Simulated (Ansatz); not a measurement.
# [BPH5]− (SMILES [BH3-]P) at 6 levels

We compute a comparison of 6 runs (HF/STO-3G, CAM-B3LYP/STO-3G, PBE/STO-3G, SVWN5/STO-3G, CCSD(T)/STO-3G, FCI/STO-3G) of [BPH5]−. 

The calculation is run with Ansatz 0.2.0.

1 further run of the same task is left out (set aside as unsound or not needed).

### Step 1. Starting point

[BPH5]− has 7 atoms, charge -1, and is taken as a singlet. As SMILES, `[BH3-]P`. The H6–P2 distance was set to 3.462 Å, away from the relaxed value. At this shape a bond of the SMILES string is far longer than usual.

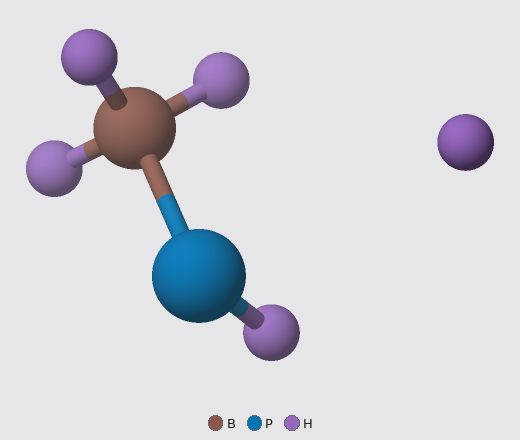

Viewed from a chosen angle; boron brown, phosphorus blue, hydrogen purple.

### Step 2. The energy at HF/STO-3G (run 1)

in.yaml

```yaml
crystal:
  periodic: [false, false, false]
  atoms:
    - {symbol: B, position_ang: [0.211431, -2.468885, -0.327495]}
    - {symbol: P, position_ang: [1.415031, -1.648795, 1.031675]}
    - {symbol: H, position_ang: [-0.866809, -2.593215, 0.210765]}
    - {symbol: H, position_ang: [0.690191, -3.550135, -0.590995]}
    - {symbol: H, position_ang: [0.160031, -1.743435, -1.294005]}
    - {symbol: H, position_ang: [0.219110, 1.599520, 0.971100]}
    - {symbol: H, position_ang: [2.476311, -1.288955, 0.217035]}
basis:
  gaussian:
    orbitals: STO-3G
total_charge: -1
hamiltonian:
  xc: hf
accuracy: high
```

Command:

```console
ansatz run in.yaml --threads 1 --pin off --max-ram 2610MiB --events-out events.jsonl --progress --plain --runs-dir runs
```

The program printed:

```text
Warning: RAYON_NUM_THREADS=1 ignored (pool sized by the plan → 1); use --threads N
Functional definition: HF
  name "HF"
  exchange = exact_x
  correlation = 0
328 factors; integrals over basis functions are off by at most 1.3e-8 eV
mean field evaluation 1: about -9895.3380 eV, gradient 1.6e1 eV
mean field evaluation 2: about -9895.3799 eV, gradient 1.6e1 eV
mean field evaluation 4: about -9896.9322 eV, gradient 9.3e0 eV
mean field evaluation 8: about -9898.4506 eV, gradient 1.7e0 eV
mean field evaluation 16: about -9898.4703 eV, gradient 7.9e-9 eV
mean field -9898.47028540 eV, -363.7620735643 hartree, gradient 9.6e-8 eV, S^2 0.000000; 0 other end points of the search recorded, 0 dependent functions left out
reference -9898.47028540 eV, -363.7620735643 hartree; 13, 13 occupied and 6, 6 virtual orbitals, 328 factors
Total energy: -9898.47028540 eV, -363.7620735643 hartree
```

It took 0.1 s on 1 thread of Arm Neoverse V2, shared host.

### Step 3. A single-point energy at CAM-B3LYP/STO-3G (run 2)

molecule.yaml

```yaml
crystal:
  periodic: [false, false, false]
  atoms:
    - symbol: B
      position_ang: [0.211431, -2.468885, -0.327495]
    - symbol: P
      position_ang: [1.415031, -1.648795, 1.031675]
    - symbol: H
      position_ang: [-0.866809, -2.593215, 0.210765]
    - symbol: H
      position_ang: [0.690191, -3.550135, -0.590995]
    - symbol: H
      position_ang: [0.160031, -1.743435, -1.294005]
    - symbol: H
      position_ang: [0.219110, 1.599520, 0.971100]
    - symbol: H
      position_ang: [2.476311, -1.288955, 0.217035]
basis:
  gaussian: {orbitals: STO-3G}
total_charge: -1
hamiltonian: {xc: {name: CAM-B3LYP}}
accuracy: high
```

Command:

```console
ansatz run molecule.yaml --threads 1 --pin off --max-ram 2610MiB --events-out events.jsonl --progress --plain --runs-dir runs
```

The program printed:

```text
Warning: RAYON_NUM_THREADS=1 ignored (pool sized by the plan → 1); use --threads N
Functional definition: CAM-B3LYP
  name "CAM-B3LYP"
  parameter alpha = 0.19
  parameter beta = 0.46
  parameter omega = 0.33/bohr
  parameter ac = 0.81
  exchange = (1 - alpha - beta)*b88_x + beta*b88_x_sr(omega) + alpha*exact_x + beta*exact_x_lr(omega)
  correlation = (1 - ac)*vwn5_c + ac*lyp_c
328 factors; integrals over basis functions are off by at most 1.3e-8 eV
174 factors; integrals over basis functions are off by at most 8.9e-10 eV
mean field evaluation 1: about -9916.8125 eV, gradient 1.9e1 eV
mean field evaluation 2: about -9903.8318 eV, gradient 2.7e1 eV
mean field evaluation 4: about -9921.6709 eV, gradient 1.0e1 eV
mean field evaluation 8: about -9921.6238 eV, gradient 1.0e1 eV
mean field evaluation 16: about -9922.4312 eV, gradient 1.5e-8 eV
mean field -9922.43120166 eV, -364.6426209954 hartree, gradient 1.5e-8 eV, S^2 0.000000; 0 other end points of the search recorded, 0 dependent functions left out
reference -9922.43121688 eV, -364.6426215550 hartree; 13, 13 occupied and 6, 6 virtual orbitals, 328 factors
Total energy: -9922.43121688 eV, -364.6426215550 hartree
```

Wall time 1.2 s (1 thread of Arm Neoverse V2, shared host); peak memory 0.099 GiB.

Run 3 isn't shown in full; the table further down has it.

### Step 4. A single-point energy at SVWN5/STO-3G (run 4)

in.yaml

```yaml
crystal:
  periodic: [false, false, false]
  atoms:
    - symbol: B
      position_ang: [0.211431, -2.468885, -0.327495]
    - symbol: P
      position_ang: [1.415031, -1.648795, 1.031675]
    - symbol: H
      position_ang: [-0.866809, -2.593215, 0.210765]
    - symbol: H
      position_ang: [0.690191, -3.550135, -0.590995]
    - symbol: H
      position_ang: [0.160031, -1.743435, -1.294005]
    - symbol: H
      position_ang: [0.219110, 1.599520, 0.971100]
    - symbol: H
      position_ang: [2.476311, -1.288955, 0.217035]
basis:
  gaussian:
    orbitals: STO-3G
total_charge: -1
hamiltonian:
  xc: {name: SVWN5}
accuracy: high
```

Command:

```console
ansatz run in.yaml --threads 1 --pin off --max-ram 2610MiB --events-out events.jsonl --progress --plain --runs-dir runs
```

The program printed:

```text
Warning: RAYON_NUM_THREADS=1 ignored (pool sized by the plan → 1); use --threads N
Functional definition: SVWN5
  name "SVWN5"
  exchange = slater_x
  correlation = vwn5_c
328 factors; integrals over basis functions are off by at most 1.3e-8 eV
mean field evaluation 1: about -9871.4306 eV, gradient 2.4e1 eV
mean field evaluation 2: about -9856.6645 eV, gradient 3.8e1 eV
mean field evaluation 4: about -9874.4444 eV, gradient 1.5e1 eV
mean field evaluation 8: about -9876.2051 eV, gradient 1.7e1 eV
mean field evaluation 16: about -9879.7808 eV, gradient 5.6e-8 eV
mean field -9879.78076499 eV, -363.0752463576 hartree, gradient 5.6e-8 eV, S^2 0.000000; 0 other end points of the search recorded, 0 dependent functions left out
reference -9879.78076702 eV, -363.0752464320 hartree; 13, 13 occupied and 6, 6 virtual orbitals, 328 factors
Total energy: -9879.78076702 eV, -363.0752464320 hartree
```

Wall time 0.7 s (1 thread of Arm Neoverse V2, shared host); peak memory 0.093 GiB.

Run 5 isn't shown in full; the table further down has it.

### Step 5. A single-point energy at FCI/STO-3G (run 6)

in.yaml

```yaml
crystal:
  periodic: [false, false, false]
  atoms:
    - {symbol: B, position_ang: [0.211431, -2.468885, -0.327495]}
    - {symbol: P, position_ang: [1.415031, -1.648795, 1.031675]}
    - {symbol: H, position_ang: [-0.866809, -2.593215, 0.210765]}
    - {symbol: H, position_ang: [0.690191, -3.550135, -0.590995]}
    - {symbol: H, position_ang: [0.160031, -1.743435, -1.294005]}
    - {symbol: H, position_ang: [0.219110, 1.599520, 0.971100]}
    - {symbol: H, position_ang: [2.476311, -1.288955, 0.217035]}
basis:
  gaussian:
    orbitals: STO-3G
total_charge: -1
correlation:
  method: fci
  frozen_orbitals: {B: 1, H: 0, P: 5}
accuracy: high
```

Command:

```console
ansatz run in.yaml --threads 1 --pin off --max-ram 2610MiB --events-out events.jsonl --progress --plain --runs-dir runs
```

The program printed, cut to the lines that bear on the results:

```text
Warning: RAYON_NUM_THREADS=1 ignored (pool sized by the plan → 1); use --threads N
Functional definition: HF
  name "HF"
[...]
328 factors; integrals over basis functions are off by at most 1.3e-8 eV
[...]
mean field -9898.47028540 eV, -363.7620735643 hartree, gradient 9.6e-8 eV, S^2 0.000000; 0 other end points of the search recorded, 0 dependent functions left out; unrestricted orbitals would lower it
unrestricted determinant -9902.94912178 eV, -363.9266677653 hartree, S^2 1.0035
6 core orbitals not correlated: weight in the atoms' cores, before any rotation towards them, 1.000 or more for the frozen orbitals, at most 0.000 for the correlated occupied ones
reference -9898.47028540 eV, -363.7620735643 hartree; 7, 7 occupied and 6, 6 virtual orbitals, 328 factors
state -9905.47312413 eV, -364.0194231410 hartree
Total energy: -9905.47312413 eV, -364.0194231410 hartree
```

It took 11 s on 1 thread of Arm Neoverse V2, shared host; peak memory 0.28 GiB.

### Step 6. Overview of the runs

```
run             level  frozen core orbitals  energy (Eh)  wall time
  1         HF/STO-3G                     –  -363.762074      0.1 s
  2  CAM-B3LYP/STO-3G                     –  -364.642622      1.2 s
  3        PBE/STO-3G                     –  -364.503926      1.1 s
  4      SVWN5/STO-3G                     –  -363.075246      0.7 s
  5    CCSD(T)/STO-3G                     6  -364.032291     0.14 s
  6        FCI/STO-3G                     6  -364.019423       11 s
```

### Step 7. Outcome

| quantity | value |
| --- | --- |
| run 6: total energy | -364.01942 Eh |
| run 6: correlation energy (6 core orbitals frozen) | -257.3 mEh |

What this shows: Against full CI in this basis: HF +257.3 mEh; CCSD(T) -12.9 mEh. Totals of different functionals can't be ranked against each other. In run 5 the T1 diagnostic is large, so a single reference may not serve. In run 5 the log says that unrestricted orbitals would lower the reference, so the values rest on an unstable closed-shell determinant (other closed-shell runs at this shape may share the fault). In runs 1, 2, 3, 4, 5, 6 the basis is minimal, so the values are rough. All runs together took 15 s, the longest 11 s.
